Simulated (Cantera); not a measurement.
A closed system holds: 1 mol FeCl₂, 0.62 mol H₂O, 2 mol H₂, held at 13.3 mbar.

These are equilibrium values from Cantera (NASA tables, ideal gas, pure condensed phases), not measurements of a reactor. Candidate condensed phases: Fe, FeCl₂, FeCl₃, FeO, Fe(OH)₂, Fe(OH)₃, Fe₂O₃, Fe₃O₄, H₂O; 22 gas species. Equilibrium is a limit: real reactors are often held back by kinetics, nucleation or transport.

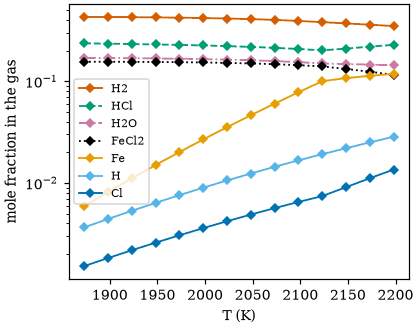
Equilibrium gas composition (values under 1e-9 drawn at 1e-9)

From 1873 K to 2123 K the condensed part is Fe(l). From 2148 K to 2198 K nothing is condensed. The main Fe-bearing gas is FeCl₂ at 1873 K and Fe at 2198 K.
